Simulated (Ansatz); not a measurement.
## Electronic structure of H₅NOSn···H₂O in real space

```xyz
11

Sn   -0.0615    0.5675   -0.2108
O     0.6823   -0.3896    2.7031
H    -0.2102   -0.6789    2.9800
H     1.2870   -0.4303   -0.6214
O    -0.6449    1.5293   -1.9092
H    -1.5969    1.3886   -2.0871
H    -1.4702   -0.2428    0.3987
N     0.5241    2.1223    1.0740
H     1.5438    2.2585    0.9802
H     0.0937    3.0030    0.7523
H     0.5994    0.6017    2.7332
```

Core potentials replace the inner electrons of Sn.

Theory: Ansatz 0.2.0, RKS BLYP-D4/def2-SVP.

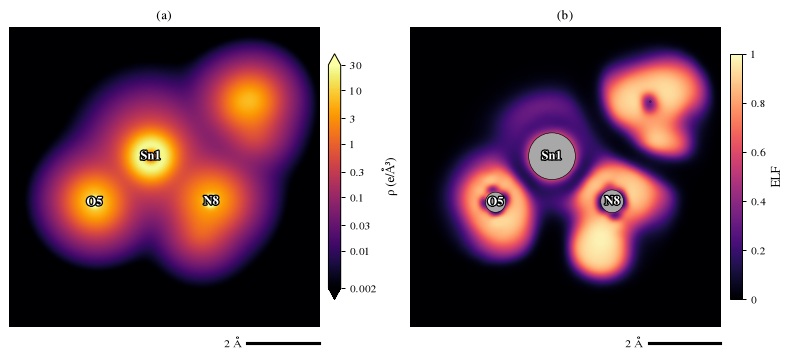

Figure 1. (a) electron density; (b) electron localisation function on the plane of atoms O5, Sn1 and N8. Grey discs cover the atomic cores in the ELF map.

**What does the map show?**

Atoms in the plane: Sn, O and N. Sn–O (2.04 Å): ρ at the midpoint is about 0.65 e/Å³; the ELF peaks at about 0.85 in the valence shell of O, 0.6 Å from its nucleus, and drops to about 0.15 between the two atoms. Sn–N (2.10 Å): the density is about 0.65 e/Å³ at the midpoint; the ELF peaks at about 0.85 in the valence shell of N, 0.7 Å from its nucleus, and drops to about 0.15 between the two atoms. The ELF also peaks beside O5, N8 and O2, away from the bonds: lone-pair regions.

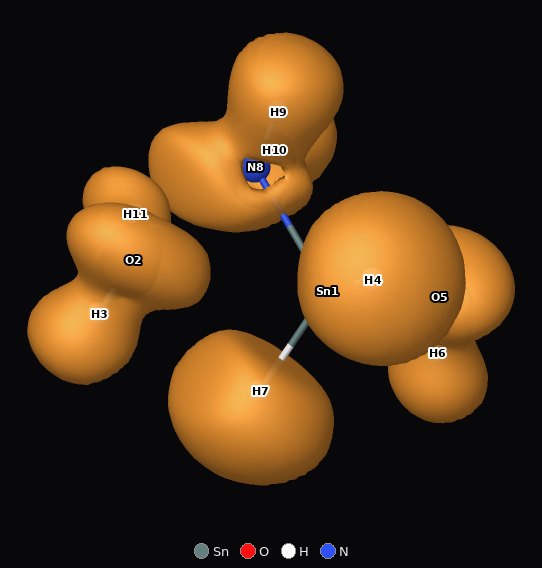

Figure 2. Isosurface of the electron localisation function at 0.75 (orange), seen at a tilt. Core shells and regions of very low density are left out.

**What do the ELF domains correspond to?**

At this value the surface marks out two regions around hydrogen nuclei, one joined region spread over several atoms (H, N), in which their bonds and any lone pairs are merged and two joined regions spread over several atoms (H, O), in which their bonds and any lone pairs are merged.


N8···H11 (2.25 Å): the ELF dips to about 0.10 between them: a closed-shell contact with the geometry of a hydrogen bond.

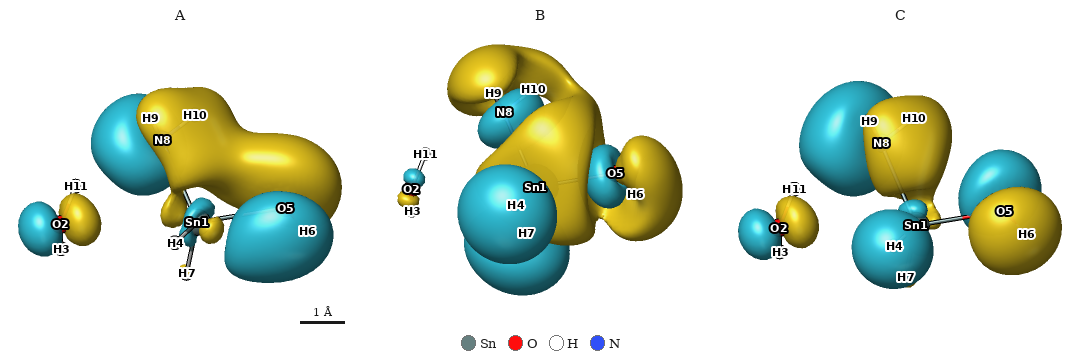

Figure 3. Three frontier orbitals at ±0.06 Å⁻³ᐟ² (yellow and cyan are the two phases), in no order.

**Order the three orbitals by energy and name them.**

A is the HOMO−1 (−6.22 eV). It lies mainly on O5 (about 55 %), N8 (about 25 %) and Sn1 (about 10 %). C is the HOMO (−5.62 eV). It lies mainly on N8 (about 45 %), O5 (about 30 %) and Sn1 (about 5 %); largely a combination of lone pairs on N8 and O5. B is the LUMO (−0.90 eV). By Hirshfeld shares it lies mainly on Sn1 (about 35 %), N8 (about 15 %), O5 (about 15 %), H7 (about 15 %) and H4 (about 10 %).

**What is the HOMO–LUMO gap?**

4.72 eV between the orbital energies.

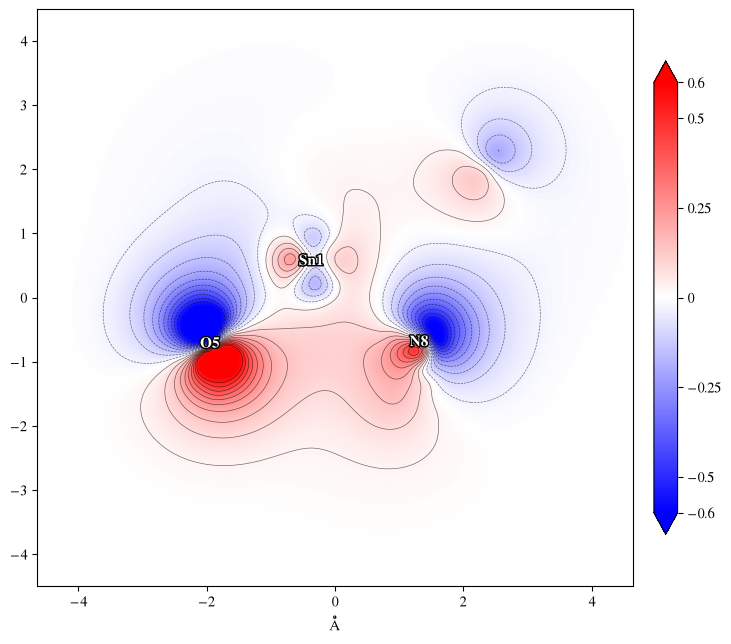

Figure 4. The HOMO−1 on the plane of atoms O5, Sn1 and N8 (values in Å⁻³ᐟ²; the overall sign is arbitrary).

**Describe this orbital and give its energy.**

By Hirshfeld shares it lies mainly on O5 (about 55 %), N8 (about 25 %) and Sn1 (about 10 %). Its energy is −6.22 eV.
